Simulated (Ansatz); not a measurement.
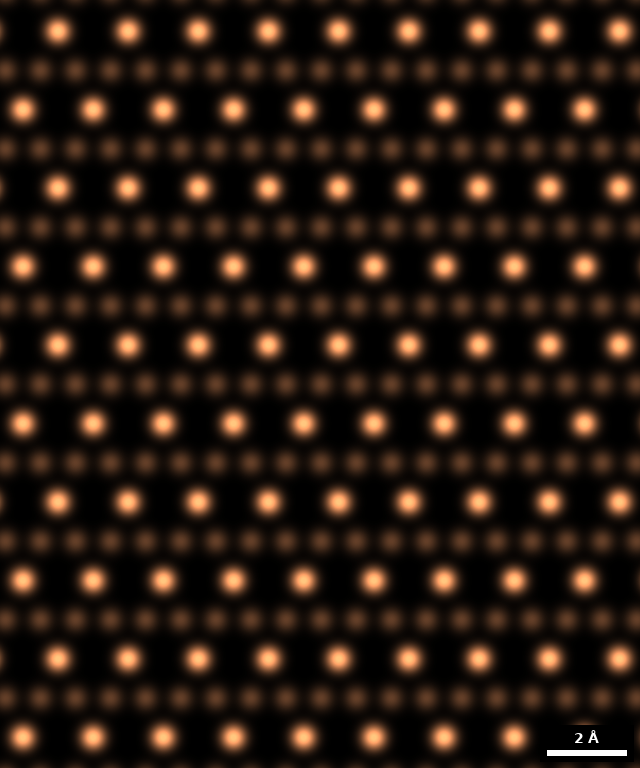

HAADF-like image of a crystal. The image is simulated as a sum over atoms of Z^1.7, blurred by a 0.50 Å probe (no channelling).

### What two-dimensional lattice does the image show, and how large is its cell?

The pattern repeats on a centred rectangular net of 1.8 × 4.0 Å.

### What is the plane group of the image?

c2mm: perpendicular mirror lines on a centred net, with further twofold points between them.

### How many columns does the smallest repeating cell hold, and how many levels of brightness?

3 columns in the primitive cell of 3.5 Å², with 2 levels of brightness (about 100, 30 % of the brightest, counted from the darkest point).

The crystal is SiN$_{2}$ (Pn-3m, No. 224) seen along [210]. Structure used: coordinates from a relaxation with Ansatz 0.2.0, DFT PBE, scalar-relativistic, plane waves, PAW; the starting structure was generated, so it need not be a known form of this composition.
